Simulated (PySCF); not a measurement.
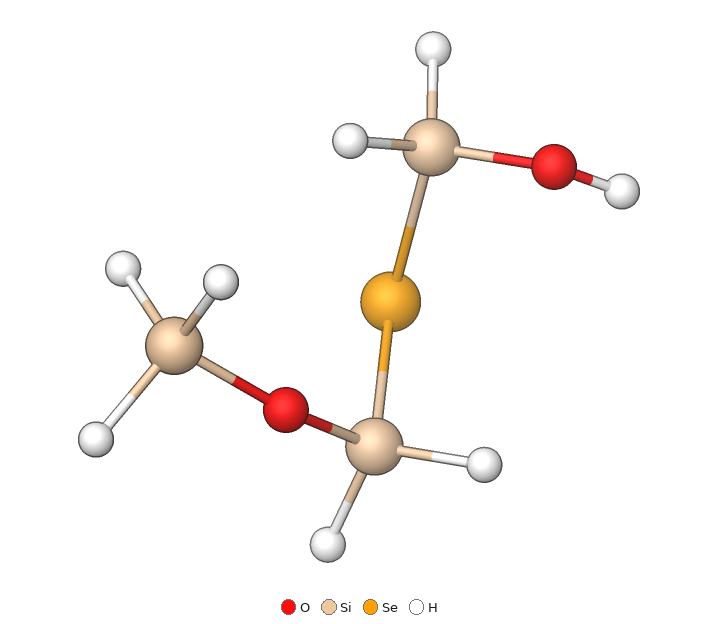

The picture shows a molecular structure as a ball-and-stick model. Every bond is drawn as one stick, whatever its order.

The computed structure is the end point of a GFN2-xTB optimisation. No frequency run is at hand to confirm it as a minimum.

Question: What is the molecular formula?

Answer: H₈O₂SeSi₃, 14 atoms: 8 hydrogen, 2 oxygen, 1 selenium and 3 silicon.

Question: Does it have rings?

Answer: It has no ring.

Question: What is the point group of this geometry?

Answer: C1.

More results for the same structure follow; atom numbers are the same in all pictures, views and colours differ.

### Geometry

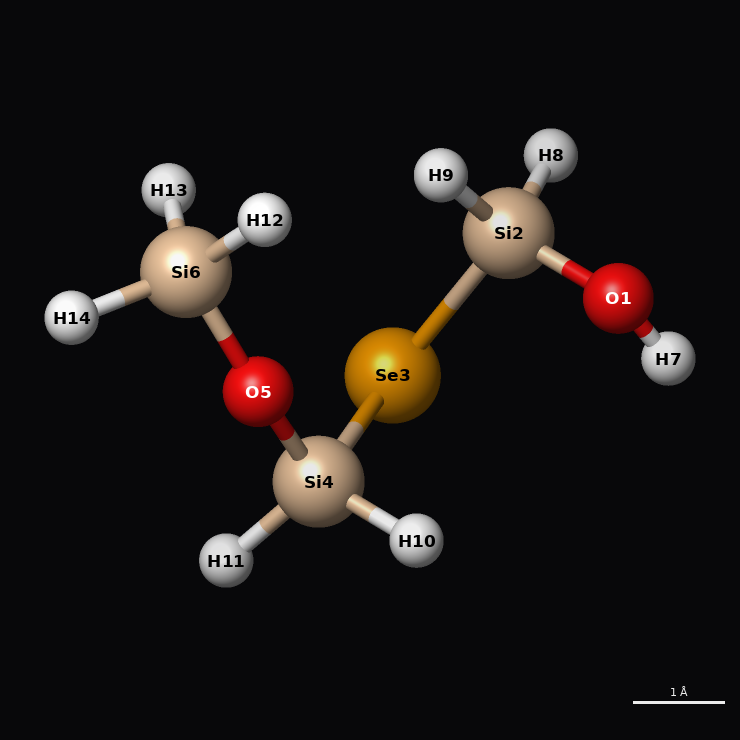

No frequency run is at hand to confirm it as a minimum.

Give the bond lengths.

```tsv
bond	length (Å)	order
O1–Si2	1.617	single
O1–H7	0.955	single
Si2–Se3	2.302	single
Si2–H8	1.456	single
Si2–H9	1.450	single
Se3–Si4	2.274	single
Si4–O5	1.610	single
Si4–H10	1.456	single
Si4–H11	1.452	single
O5–Si6	1.625	single
Si6–H12	1.461	single
Si6–H13	1.462	single
Si6–H14	1.459	single
```

### Dipole moment

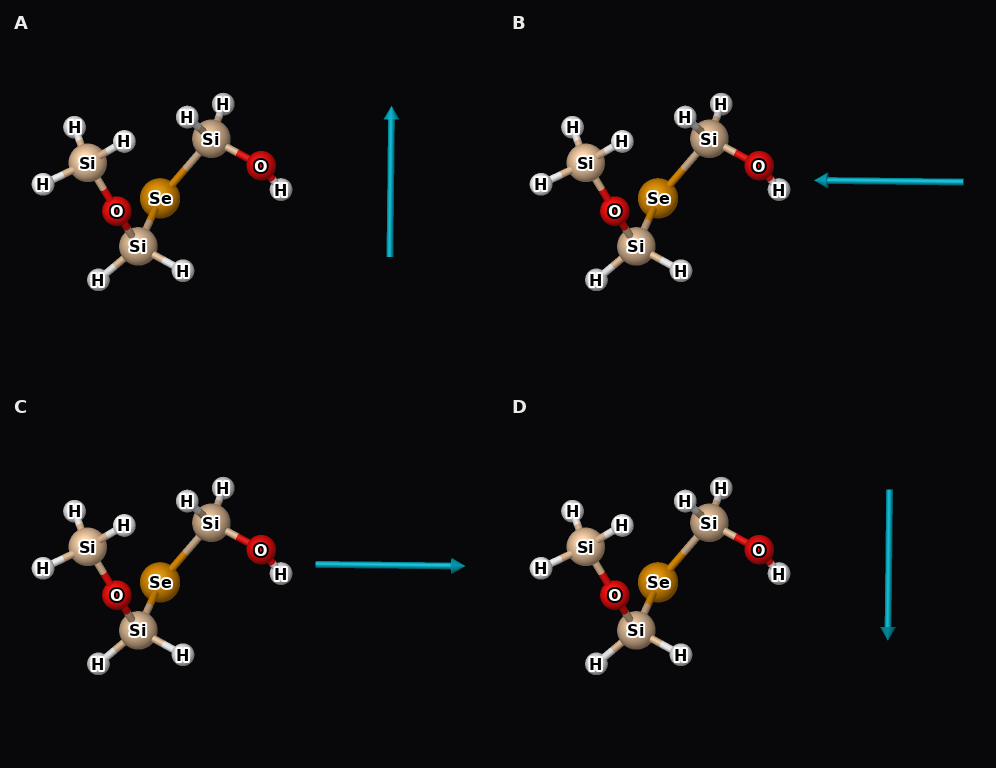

The same molecule four times, each with an arrow. No frequency run is at hand to confirm it as a minimum. Properties computed with B3LYP/def2-SVPD, gas phase (PySCF 2.14.0).

Question: Which arrow points along the dipole moment, from the negative to the positive end?

Answer: C. The dipole moment is 0.40 D.

### Polarisability

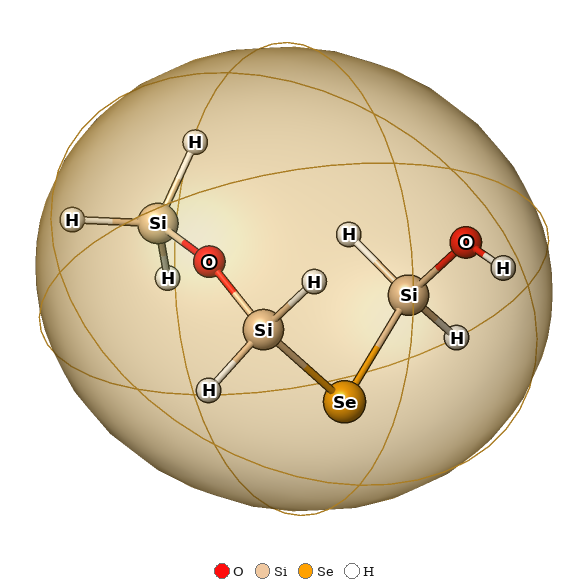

The ellipsoid shows the static dipole polarisability: its half-axes are proportional to the principal values. No frequency run is at hand to confirm it as a minimum. Computed with B3LYP/def2-SVPD (PySCF 2.14.0).

Question: Give the principal values, the mean and the anisotropy.

Answer: Principal values 99.6, 112.2, 127.3 bohr³; mean 113.0 bohr³ (16.75 Å³); anisotropy 24.0 bohr³, so the longest axis is 1.28 times the shortest.

### Excitation

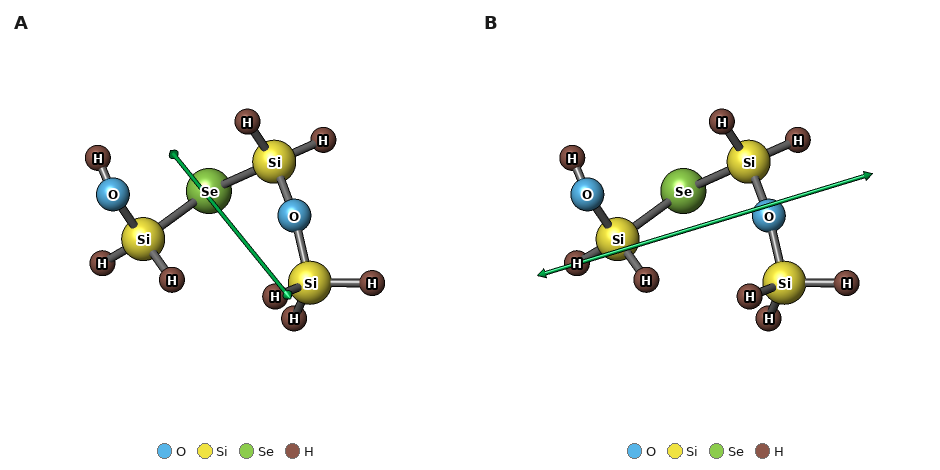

The double arrows show the directions of two transition dipoles from the ground state (lengths mean nothing). No frequency run is at hand to confirm it as a minimum. Method: TDDFT B3LYP/def2-SVPD, vertical, gas phase, core orbitals frozen in the response (PySCF 2.14.0).

Question: One belongs to singlet state 1 and one to singlet state 7. Which is which?

Answer: A: state 7, 6.70 eV (185 nm), oscillator strength 0.019, mainly HOMO → LUMO+5 (weight 0.78).
B: state 1, 5.32 eV (233 nm), oscillator strength 0.031, mainly HOMO → LUMO (weight 0.96).

The geometry is semi-empirical. Around Se, Si such bond lengths and angles can be off by a tenth of an ångström or more and by several degrees, and values that hang on the shape move with them.
